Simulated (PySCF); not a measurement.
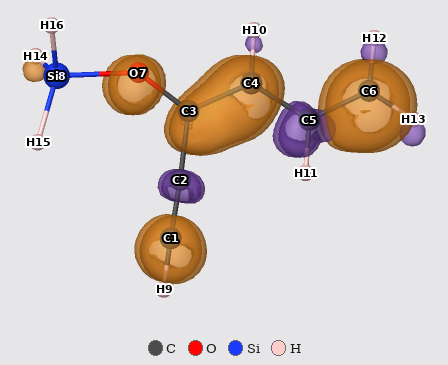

*C₆H₈OSi (SMILES [CH+]=[C]/C(=C\C=C)O[SiH3]) (charge +1, doublet). Isosurfaces of the spin density (α minus β) at +0.015 (orange) and −0.015 e/Å³ (purple), seen at a tilt.*

Geometry: GFN2-xTB.

Level of theory: UKS B3LYP, pcH-1 on C H O Si, non-relativistic, mean-field spin-orbit, GIAO (PySCF 2.14.0, density-fitted response routines).

```xyz
16

C     0.7808    0.4132   -2.1686
C     0.5621    0.2145   -0.9999
C     0.3599   -0.0430    0.3737
C    -0.9369   -0.0591    0.9116
C    -2.1069    0.1801    0.1707
C    -3.3410    0.1603    0.7391
O     1.3652   -0.2693    1.1532
Si    3.0420   -0.3711    1.1085
H     0.9482    0.5902   -3.1936
H    -1.0159   -0.2654    1.9717
H    -2.0048    0.3867   -0.8871
H    -3.4766   -0.0451    1.7895
H    -4.2279    0.3506    0.1580
H     3.2008   -1.8190    1.2157
H     3.5278    0.2004   -0.1415
H     3.3157    0.3849    2.3227
```

### Describe the spin distribution.

The unpaired spin (1 electron) lies mostly on C6 (about 0.3), C4 (about 0.2), C3 (about 0.1), O7 (about 0.1) and C1 (about 0.1), in electrons by Hirshfeld's partition.
